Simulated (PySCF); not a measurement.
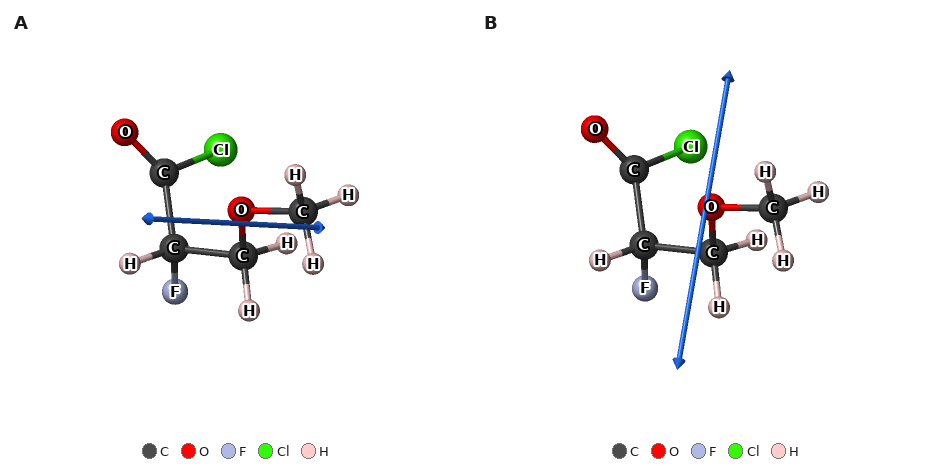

The double arrows show the directions of two transition dipoles from the ground state (lengths mean nothing). Computed geometry: GFN2-xTB optimisation. No frequency run is at hand to confirm it as a minimum. Properties computed with TDDFT PBE0/def2-SVPD, vertical, gas phase, core orbitals frozen in the response (PySCF 2.14.0).

One belongs to singlet state 4 and one to singlet state 6. Which is which?

A: state 4, 6.78 eV (183 nm), oscillator strength 0.023, mainly HOMO−3 → LUMO (weight 0.78).
B: state 6, 7.42 eV (167 nm), oscillator strength 0.017, mainly HOMO → LUMO+1 (weight 0.66).
